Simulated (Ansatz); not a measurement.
# What HgH2 (model cell, started as CdI2 type) distorts into, part 3 of 3

Wanted: the energy along a soft mode of HgH2 (model cell, started as CdI2 type) and the structure at the end.

Ansatz 0.2.0; DFT PBE, scalar-relativistic, plane waves, PAW.

So far. Step 4 (The mode frozen in, largest atomic shift 0.45 Å): The run ends at a pressure of 3.51 GPa, with forces up to 0.81 eV/Å. Step 5 (Energy along the mode, all amplitudes (two of the runs …): The lowest of the steps tried is at 0.45 Å, 75.4 meV/atom below the parent; the bottom of the well need not coincide with a step.

The structure was built from a prototype and need not be the compound's stable phase.

### 6. Relaxing from the distorted cell (continued)

Relaxation path (22 of 34):

```
step  energy less that of the first step (eV)  largest force component (eV/Å)  pressure (GPa)  volume (Å³)
   1                                   0.0000                          0.6362            3.51       100.02
   3                                  -0.5969                          0.1514           -0.30       110.72
   4                                  -0.6449                          0.0691           -0.30       112.04
   6                                  -0.6586                          0.0129            0.00       111.54
   7                                  -0.6599                          0.0100            0.01       111.35
   9                                  -0.6631                          0.0070            0.04       110.53
  10                                  -0.6633                          0.0132            0.00       110.51
  12                                  -0.6634                          0.0031            0.01       110.49
  14                                  -0.6632                          0.0014            0.00       110.98
  15                                  -0.6631                          0.0021            0.00       111.13
 17*                                  -0.6763                          0.0016            0.12       111.14
  18                                  -0.6765                          0.0060            0.09       112.65
  20                                  -0.6756                          0.0108            0.01       116.05
  21                                  -0.6756                          0.0053            0.00       116.15
  23                                  -0.6757                          0.0073            0.00       116.33
  25                                  -0.6756                          0.0036           -0.01       116.62
  26                                  -0.6757                          0.0026           -0.01       116.49
 28*                                  -0.6790                          0.0024           -0.02       116.40
  29                                  -0.6791                          0.0148            0.00       116.65
  31                                  -0.6798                          0.0039            0.00       115.67
  32                                  -0.6803                          0.0189            0.04       114.79
 34*                                  -0.6797                          0.0007            0.00       115.18
```

Relaxation steps marked * repeat the geometry before them on a plane-wave basis chosen anew for their cell, so energy and pressure can jump there. Other such steps can lie between the rows shown. Relaxation step 32 was tried and not accepted.

The run keeps the 4 symmetry operations that it works with, so distortions that break them were not tested.

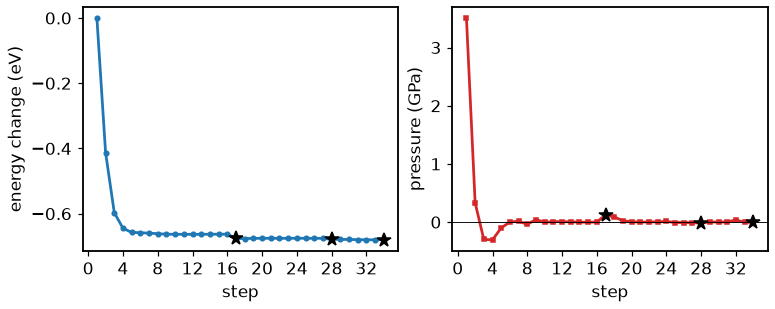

Energy and pressure along the relaxation. Stars mark steps on a basis chosen anew.

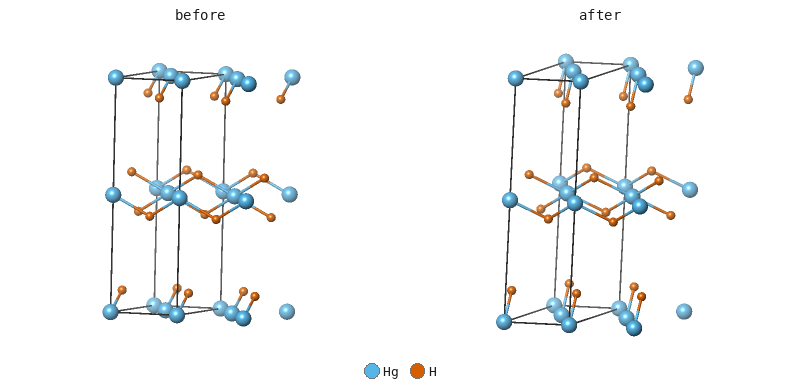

The structure before and after the relaxation, drawn at the same scale. Bonds to atoms that aren't drawn are left out.

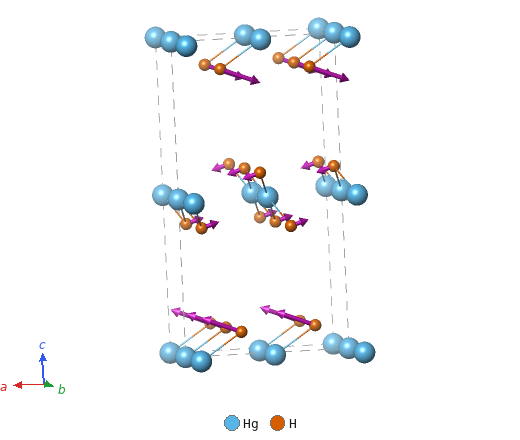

Displacements in the relaxation, exaggerated, measured against the changing cell; the longest in the cell stands for 0.89 Å. Bonds to atoms that aren't drawn are left out. 1×2×1 conventional cells are drawn. Some periodic images of atoms are drawn too.

```
     cell as run  before   after   change
           a (Å)   3.268   3.612  +10.5 %
           b (Å)   3.268   3.612  +10.5 %
           c (Å)  10.812  11.220   +3.8 %
           α (°)   90.00   96.89   +7.7 %
           β (°)   90.00   83.11   -7.7 %
           γ (°)  120.00  127.43   +6.2 %
volume (Å³/atom)   16.67   19.20  +15.2 %
```

The atoms that moved most (Å, as changes of fractional coordinates times the final cell):

```
atom      dx      dy      dz  length
  H6   0.713  -0.412  -0.328   0.887
  H3  -0.713   0.412   0.328   0.887
  H5   0.271  -0.157   0.095   0.327
  H4  -0.271   0.157  -0.095   0.327
```

Final coordinates:

```xyz
6
Lattice="3.5986 -0.2308 0.2065 -1.9992 3.0010 -0.2065 0.6831 -0.3944 11.1919" Properties=species:S:1:pos:R:3 pbc="T T T"
Hg    0.0000    0.0000    0.0000
Hg    0.3416   -0.1972    5.5960
H    -1.2323    2.5583    1.1981
H     0.4411    1.5921    6.4366
H     1.8414    0.7837    4.7553
H     3.5148   -0.1825    9.9938
```

This step gave:

```yaml
pressure: -0.003958 GPa
volume_per_atom: 19.20 Å³
```

The distorted start has space group C2/m; the relaxation ends in C2/m.

### 7. The new phase in its own primitive cell

The relaxed structure is symmetrised, reduced to its primitive cell and relaxed tightly, as its phonons need.

input.yaml

```yaml
crystal:
  lattice:
    - [3.2384548008, -1.5993897124, 0.0]
    - [3.2384548008, 1.5993897124, 0.0]
    - [-1.5009357436, 0.0, 11.1188593779]
  atoms:
    - { symbol: Hg, position: [0.0, 0.0, 0.0] }
    - { symbol: Hg, position: [0.0, 0.0, 0.5] }
    - { symbol: H, position: [0.8777606935, 0.8777606935, 0.1209955696] }
    - { symbol: H, position: [0.6348521541, 0.6348521541, 0.580090579] }
    - { symbol: H, position: [0.3651478459, 0.3651478459, 0.419909421] }
    - { symbol: H, position: [0.1222393065, 0.1222393065, 0.8790044304] }
kpoints:
  mp_grid: { grid: [12, 12, 4] }
hamiltonian:
  xc: pbe
scf:
  occupations: { method: methfessel_paxton, width: 0.15 }
output:
  forces: true
  stress: true
  eigenvalues: true
relax:
  adjacent_minimum: "off"
  f_tol: 0.001
  max_steps: 60
  cell: { stress_tol: 0.01 }
```

The run is started by

```
> ansatz run input.yaml --threads 4 --pin off --max-ram 7168MiB --backend cpu --events-out ev --progress --plain --runs-dir out
```

Numbers of over 12 decimals in the logs are rounded to 6 here.

Log:

```text
[...]
Crystal: 6 atoms, lattice volume = 115.181 Å³
Basis set: ecut = 420 eV, 2243 PW (Γ), exchange–correlation on 50×50×150 points (8 copies of the dense FFT grid, shifted against one another)
Bands: 28, of which v1, the nominal top of the filled ones, is band 22 counted from 1 (21 counted from 0)
Symmetry: 4 space group operations
[...]
k-points: 164 of 576
[...]
- [3.238262, -1.599509, -0.105037]
    - [3.238262, 1.599509, -0.105037]
    - [-1.861480, 0.0, 10.952676]
  atoms:
    - { symbol: Hg, position: [2.2196932474447345e-19, 2.2196932474447345e-19, 0] }
    - { symbol: Hg, position: [0.0, 0.0, 0.500000] }
    - { symbol: H, position: [0.891845, 0.891845, 0.123496] }
    - { symbol: H, position: [0.644101, 0.644101, 0.581775] }
    - { symbol: H, position: [0.355899, 0.355899, 0.418225] }
    - { symbol: H, position: [0.108155, 0.108155, 0.876504] }
[key lines of the parts left out:]
SCF converged after 7 iterations
Free energy (F): -27687.406890 eV
Fermi energy:    4.141270 eV
P = ⅓ Tr σ = 0.0003 GPa (0.003 kbar)
```

Wall time 81 s (4 threads of Intel Xeon Platinum 8488C (Sapphire Rapids), shared host); peak memory 0.77 GiB.

Relaxation path:

```
step  energy less that of the first step (eV)  largest force component (eV/Å)  pressure (GPa)  volume (Å³)
   1                                   0.0000                          0.0006            0.00       115.18
   2                                   0.0000                          0.0010           -0.01       115.15
   3                                  -0.0001                          0.0021            0.00       115.00
   4                                  -0.0005                          0.0034            0.00       114.48
   5                                  -0.0008                          0.0040            0.01       113.99
   6                                  -0.0012                          0.0030            0.01       113.49
   7                                  -0.0013                          0.0017            0.00       113.29
   8                                  -0.0013                          0.0012            0.00       113.24
   9                                  -0.0013                          0.0017            0.00       113.34
  10                                  -0.0013                          0.0019            0.00       113.25
  11                                  -0.0014                          0.0019            0.00       113.22
  12                                  -0.0013                          0.0012            0.00       113.35
  13                                  -0.0012                          0.0006            0.00       113.63
  14                                  -0.0012                          0.0003            0.00       113.69
 15*                                  -0.0004                          0.0003            0.00       113.69
  16                                  -0.0013                          0.0085            0.02       112.29
  17                                  -0.0009                          0.0045           -0.01       113.08
  18                                  -0.0012                          0.0020            0.00       112.60
  19                                  -0.0011                          0.0005            0.00       112.81
  20                                  -0.0010                          0.0005            0.00       112.84
 21*                                  -0.0006                          0.0006            0.00       112.84
```

Relaxation steps marked * repeat the geometry before them on a plane-wave basis chosen anew for their cell, so energy and pressure can jump there. Relaxation step 17 was tried and not accepted.

The run keeps the 4 symmetry operations that it works with, so distortions that break them were not tested.

```
     cell as run  before   after  change
           a (Å)   3.612   3.613  +0.0 %
           b (Å)   3.612   3.613  +0.0 %
           c (Å)  11.220  11.110  -1.0 %
           α (°)   96.89  100.30  +3.5 %
           β (°)   96.89  100.30  +3.5 %
           γ (°)   52.57   52.55  -0.0 %
volume (Å³/atom)   19.20   18.81  -2.0 %
```

The atoms that moved most (Å, as changes of fractional coordinates times the final cell):

```
atom      dx     dy      dz  length
  H6  -0.087  0.000  -0.024   0.090
  H3   0.087  0.000   0.024   0.090
  H5  -0.057  0.000  -0.017   0.059
  H4   0.057  0.000   0.017   0.059
```

Final coordinates:

```xyz
6
Lattice="3.2383 -1.5995 -0.1050 3.2383 1.5995 -0.1050 -1.8615 0.0000 10.9527" Properties=species:S:1:pos:R:3 pbc="T T T"
Hg    0.0000    0.0000    0.0000
Hg   -0.9307    0.0000    5.4763
H     5.5462    0.0000    1.1653
H     3.0886    0.0000    6.2367
H     1.5265    0.0000    4.5059
H    -0.9311    0.0000    9.5773
```

Numbers from this step:

```
pressure        : 2.57e-4 GPa
volume per atom : 18.81 Å³
```

The largest force component left is 0.56 meV/Å and the pressure is 0.000 GPa, within the tolerances set. The cell now holds 18.81 Å³/atom.

### 8. Modes of the new phase, k-mesh 12×12×4

A relaxed structure may still be a saddle point, so its zone-centre modes are computed. No field response is asked, since the mesh shows no gap.

input.yaml

```yaml
crystal:
  lattice:
    - [3.2382615636, -1.5995090072, -0.1050374593]
    - [3.2382615636, 1.5995090072, -0.1050374593]
    - [-1.8614801313, 0.0, 10.952675686]
  atoms:
    - { symbol: Hg, position: [0.0, 0.0, 0.0] }
    - { symbol: Hg, position: [0.0, 0.0, 0.5] }
    - { symbol: H, position: [0.8918451139, 0.8918451139, 0.1234963517] }
    - { symbol: H, position: [0.6441014732, 0.6441014732, 0.5817751702] }
    - { symbol: H, position: [0.3558985268, 0.3558985268, 0.4182248298] }
    - { symbol: H, position: [0.1081548861, 0.1081548861, 0.8765036483] }
kpoints:
  mp_grid: { grid: [12, 12, 4] }
hamiltonian:
  xc: pbe
scf:
  occupations: { method: methfessel_paxton, width: 0.15 }
output:
  eigenvalues: true
phonons:
  method: dfpt
```

Log:

```text
zone centre: on kpoints.mp_grid the ground state, and the responses unless they are solved on pairs of k-points, stand on 164 of the mesh's 576 k-points, reduced under 2 symmetry operations, with k and −k counted as one. Each operation leaves every solved displacement unchanged or reverses it
[...]
Crystal: 6 atoms, lattice volume = 112.836 Å³
Basis set: ecut = 420 eV, 2199 PW (Γ), exchange–correlation on 50×50×150 points (8 copies of the dense FFT grid, shifted against one another)
Bands: 28, of which v1, the nominal top of the filled ones, is band 22 counted from 1 (21 counted from 0)
Symmetry: 4 space group operations
k-points: 164 of 576 (irreducible under 2 space group operations, time reversal used)
[...]
SCF iter   1: F=—  HF=-27687.414733 eV  |F-HF|=—  |Δ(HF+E_count)|=         —  Δρ=3.91e-3  dr2=2.56e-2  ethr=1.77e-3  ⟨swp⟩=5.9  Hψ=19384  notcnv=0
[...]
SCF iter   9: F=-27687.406890 eV  HF=-27687.406890 eV  |F-HF|=7.28e-12  |Δ(HF+E_count)|=  3.27e-10  S|Δr|=    0.00e0  Δρ=4.86e-8  dr2=2.07e-12  ethr=1.00e-12  ⟨swp⟩=10.1  Hψ=25259  notcnv=0
SCF 1 converged in 9 iterations: F = -27687.406890 eV  dr2 = 2.07e-12
[...]
DFPT response loops at Γ: preconditioner auto → none (partly filled bands, converged f_vac=0.303); β = 0.50; Broyden in place of MSR1
SCF converged after 9 iterations
[...]
Free energy (F): -27687.406890 eV
[...]
Internal energy: -27687.408387 eV  (E = F + TS)
E sigma→0 (E₀):  -27687.407264 eV
Entropy (-TS):   0.001497 eV (0.250 meV/atom)
Fermi energy:    4.141270 eV
[...]
--- Band table (eV; the first three rows and the last of 164) ---
  k-point 0: bands = [... 18 lower, -2.1375, -2.0376, 0.4864, 1.2448, 7.6317, 9.1534, 11.1079, 11.1607, ... 2 higher]
  k-point 1: bands = [... 18 lower, -2.1292, -2.0510, 0.5512, 1.1720, 7.7102, 9.2120, 10.6525, 11.3948, ... 2 higher]
  k-point 2: bands = [... 18 lower, -2.1168, -2.0685, 0.6351, 1.0800, 7.7918, 9.3033, 10.3324, 11.4608, ... 2 higher]
  k-point 163: bands = [... 18 lower, 0.0623, 0.2521, 0.3094, 0.5696, 5.9617, 5.9720, 7.3490, 8.1656, ... 2 higher]
--- Phonons (Γ-DFPT): 12 representative perturbations + reference, on 164 of 576 k-points (Σ response iterations 42) ---
  k mesh reduced under 2 symmetry operations, with k and −k counted as one. Each operation leaves every solved displacement unchanged or reverses it
  ASR residual: 1.826e-5 → 0.000e0 eV/Å²; symmetrization residual: 9.446e-7 eV/Å²
  ASR residual per site (eV/Å²): 1.28e-5 1.83e-5 1.15e-5 5.90e-6 5.90e-6 1.15e-5
  Γ frequencies (cm⁻¹): -1376.74 -1.51 0.00 0.00 0.00 3.54 8.38 189.73 319.89 327.91 536.21 651.66 719.56 724.25 765.39 1038.54 1853.73 1965.28
  non-analytic LO–TO correction: not included (Born effective charges unavailable; polar crystals: no LO–TO splitting at Γ)
```

Run time: 1.7 min. Hardware: 4 threads; peak memory 1.5 GiB; 6.3 min of CPU time.

Numbers from this step:

- sum-rule residual before enforcement: 1.83e-5 eV/Å²
- point group: 2/m
- highest optical mode at the zone centre (no LO-TO term): 1965 cm⁻¹
- lowest optical zone-centre mode: -1377 cm⁻¹

Patterns of degenerate modes are one choice out of their space. The modes at Γ (shares of kinetic energy by element, %) (negative means imaginary):

```
mode  frequency (cm⁻¹)  symmetry  Hg %  H %
   1           -1376.7        Bg     0  100
   2              -1.5        Au    99    1
   3               0.0  acoustic    99    1
   4               0.0  acoustic    99    1
   5               0.0  acoustic    99    1
   6               3.5        Bu    99    1
   7               8.4        Bu    99    1
   8             189.7        Bg     0  100
   9             319.9        Ag     0  100
  10             327.9        Bu     1   99
  11             536.2        Ag     0  100
  12             651.7        Au     1   99
  13             719.6        Bu     1   99
  14             724.2        Au     1   99
  15             765.4        Bu     1   99
  16            1038.5        Ag     0  100
  17            1853.7        Bu     1   99
  18            1965.3        Ag     0  100
```

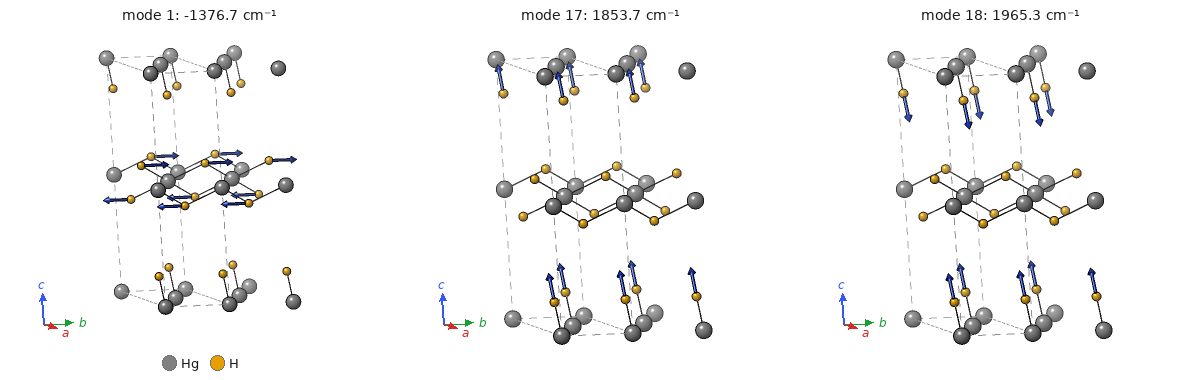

Displacement patterns of modes 1, 17 and 18 at Γ; arrows are exaggerated. Bonds to atoms that aren't drawn are left out. 1×2×1 conventional cells are drawn. Some periodic images of atoms are drawn too.

Before it was imposed, the acoustic sum rule was missed by 1.8e-5 eV/Å². Small misses are needed for a sound result but don't prove that mesh and cutoff are converged. The lowest optical mode is imaginary, 1376.7i cm⁻¹, so the energy falls along it.

### 9. Summary of results

| Item | Value |
| --- | --- |
| unstable mode of the parent | q = (0, 0, -0.5), 646i cm⁻¹ |
| depth at the lowest point sampled | 75.4 meV/atom |
| largest atomic shift at that point | 0.45 Å |
| space group reached (within 0.01 Å) | C2/m |
| energy gained over the parent (first relaxation, on the mesh of the frozen mode) | 189 meV/atom |
| volume per atom, phase reached | 18.8 Å³ |
| lowest optical zone-centre mode, phase reached | -1377 cm⁻¹ |
| highest optical mode at the zone centre (no LO-TO term), phase reached | 1965 cm⁻¹ |

**Reading.** Along this mode the structure falls into C2/m, 189 meV/atom below the parent. At the parent's cell the well is 75.37 meV/atom deep on the steps tried, with its lowest point at a shift of 0.45 Å. Relaxing atoms and cell changes the gain by +113.37 meV/atom against the lowest step (energies at zero smearing). Most of the total comes from this relaxation. The new phase still has an imaginary mode at the zone centre of its cell, so it is a saddle point on the way to a lower structure. Of the 3 patterns followed to their end from this parent, this one ends 187 meV/atom above the lowest, C2/c. Each path keeps the symmetry of its pattern, so a lower phase may lie along a pattern not tried. With no gap, or one that is small against the smearing, the frequencies hang on the k mesh and the smearing, most of all near Kohn anomalies. Spin-orbit coupling is left out, which can matter for the heavy elements here. A phonon run warned that its eigensolver left some bands unconverged in a pass. The starting cell was built on a prototype and not taken from a measurement, so the phase need not exist.

[Logs are printed without paths, hosts, clocks, repeated set-up lines and the standing remarks that a program may print on its own settings, such as how far it seeks lower states.]

[Hosts, paths, dates, database ids (printed as entryN), source tags and the programs' standing remarks are cut or masked in the printed files.]
